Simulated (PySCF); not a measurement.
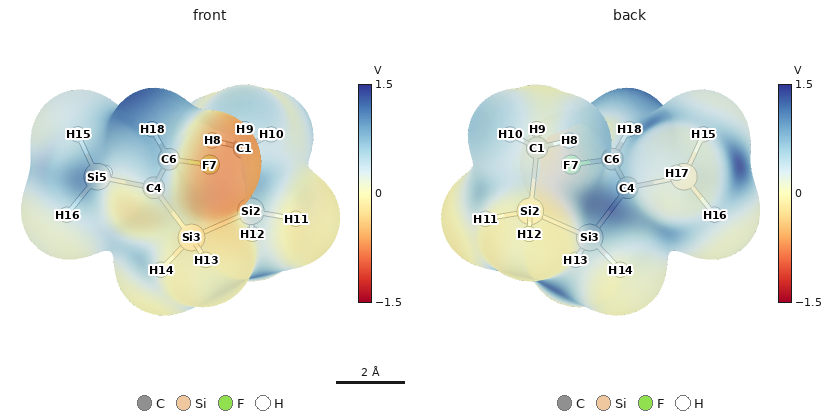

C3H11FSi3. The electrostatic potential painted on the density surface at 0.002 e/bohr³, seen from the front and from behind; the colour scale runs from red (negative) to blue (positive).

Geometry: GFN2-xTB.

These are results of CAM-B3LYP/def2-SVPD, SCF density, gas phase in PySCF 2.14.0, not measurements.

```xyz
18

C     2.2702    0.5710   -0.0282
Si    1.8768   -1.1483   -0.7404
Si   -0.4168   -1.4713   -0.7996
C    -1.2861    0.0331   -0.0248
Si   -2.1330    1.3518   -1.0658
C    -1.2441    0.1778    1.2874
F    -0.6183   -0.7201    2.0895
H     1.8132    1.3572   -0.6244
H     1.8889    0.6659    0.9850
H     3.3392    0.7606    0.0048
H     2.5812   -2.1496    0.0737
H     2.4790   -1.2239   -2.0819
H    -0.8828   -2.6551   -0.0663
H    -0.9856   -1.5837   -2.1525
H    -2.6154    2.4353   -0.2062
H    -3.2519    0.7474   -1.7887
H    -1.1517    1.8815   -2.0179
H    -1.6714    0.9768    1.8797
```

> Which sites attract a positive test charge, and which a negative one?

A positive charge is drawn to the negative regions and a negative charge to the positive ones. The most negative region (about −0.7 V, or −16 kcal/mol for a unit charge) lies over F7, the most positive (about +1.3 V, or +30 kcal/mol for a unit charge) over Si2, Si3, Si5 and H18.

> How polar is the molecule by this calculation?

Its dipole moment is 1.37 D.
